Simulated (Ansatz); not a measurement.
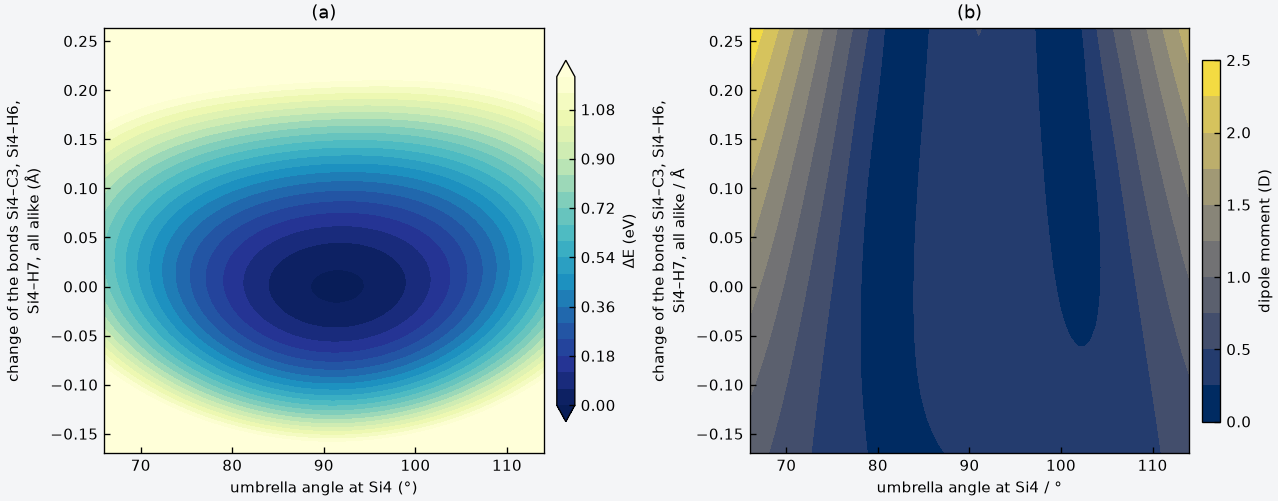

CH3BSi2, SMILES B=[Si]=C=[SiH2]. Coordinates scanned: (1) umbrella angle at Si4 (between each of its bonds and their common axis; 90 is planar); (2) change of the bonds Si4–C3, Si4–H6, Si4–H7, all alike. Nothing is relaxed (all other coordinates rigid). The scan uses a 15 × 15 grid. Points are written as (first, second). Energies: eV, counted from the lowest grid point. Computed with Ansatz 0.2.0, RKS PBE0-D4/def2-TZVP.

Panel (a) is the energy; panel (b) is the computed dipole moment, in D.

Drawn: filled contours, one colour for all values above the top of the scale. Between grid points the surface is interpolated.

**How does the dipole moment vary over the map, and what is it at the lowest grid point?**

Leaving out the highest fifth of the energies, it runs from 0.04 D at (100.3°, 0.232 Å) to 2.02 D at (66.0°, 0.170 Å). At the lowest grid point, (90.0°, 0.015 Å), it is 0.42 D.
